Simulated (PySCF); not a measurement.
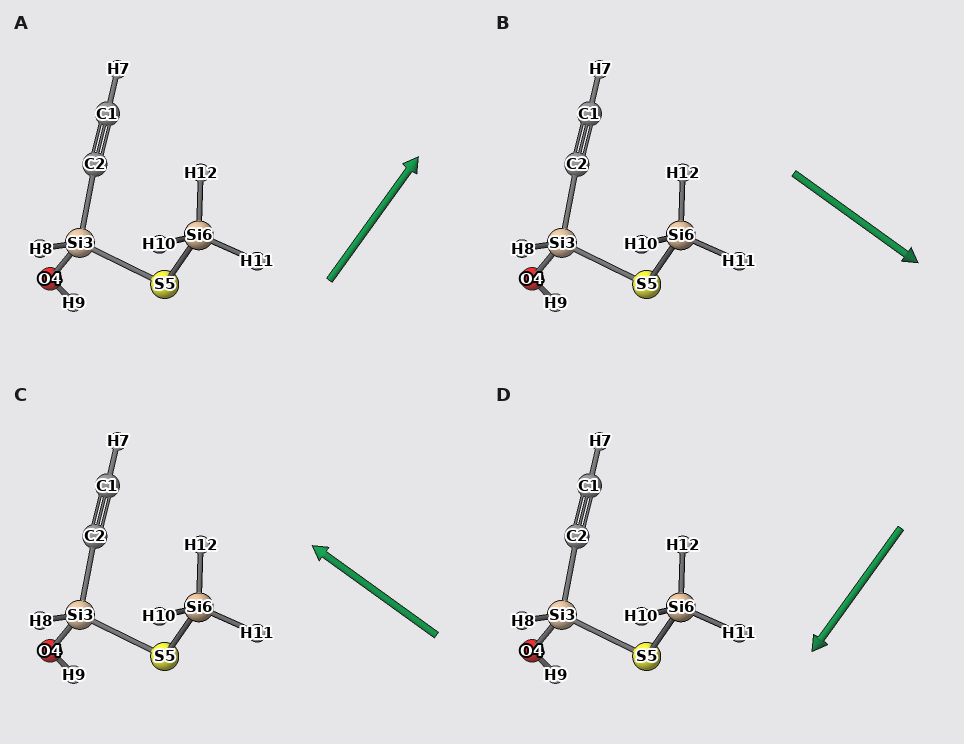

The same molecule four times, each with an arrow. The computed structure is the end point of a GFN2-xTB optimisation. No frequency run is at hand to confirm it as a minimum. Properties computed with ωB97X-D/def2-SVPD, gas phase (PySCF 2.14.0).

> Which arrow points along the dipole moment, from the negative to the positive end?

A. The dipole moment is 1.40 D; it points from the side of H9 to the side of H7 (the outermost atoms at the two ends).

The geometry is semi-empirical. Around Si such bond lengths and angles can be off by a tenth of an ångström or more and by several degrees, and values that hang on the shape move with them.
